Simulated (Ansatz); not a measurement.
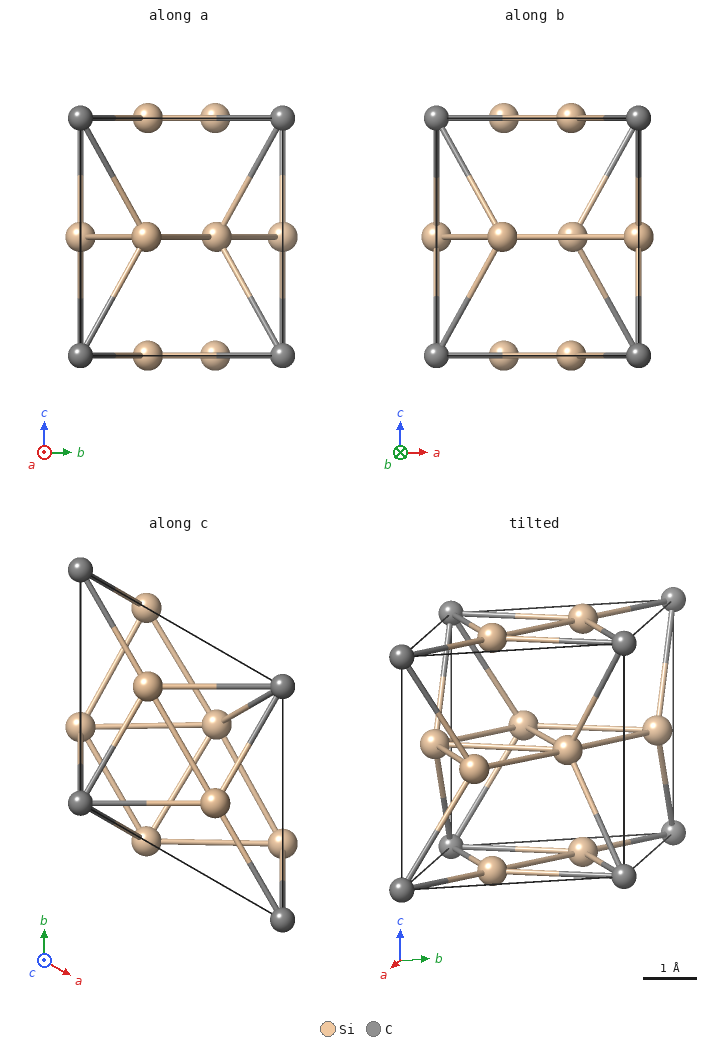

Structure drawing (ball-and-stick), viewed along the a axis, along the b axis, along the c axis and slightly off an axis. The box is the conventional unit cell; atoms on or close to its faces, edges and corners are drawn wherever they repeat.

Lattice parameters: a = 4.4444 Å, b = 4.4444 Å, c = 4.5237 Å, α = 90.000°, β = 90.000°, γ = 120.000°.

> Put the structure into a CIF in P1 with every atom of the cell, with free fractional coordinates to two decimals.

```cif
data_structure
_symmetry_space_group_name_H-M 'P 1'
_symmetry_Int_Tables_number 1
_cell_length_a 4.4444
_cell_length_b 4.4444
_cell_length_c 4.5237
_cell_angle_alpha 90.000
_cell_angle_beta 90.000
_cell_angle_gamma 120.000
_cell_volume 77.39
loop_
_atom_site_label
_atom_site_type_symbol
_atom_site_fract_x
_atom_site_fract_y
_atom_site_fract_z
_atom_site_occupancy
Si1 Si 0.3333 0.6667 0.00 1
Si2 Si 0.6667 0.3333 0.00 1
Si3 Si 0.67 0.67 0.50 1
Si4 Si 0.33 0.00 0.50 1
Si5 Si 0.00 0.33 0.50 1
C1 C 0.00 0.00 0.00 1
```

The model was built from a structure type filled with these elements by a generator (whether the compound takes this form wasn't checked). The geometry was optimised with DFT PBE, scalar-relativistic, plane waves, PAW (Ansatz 0.2.0).
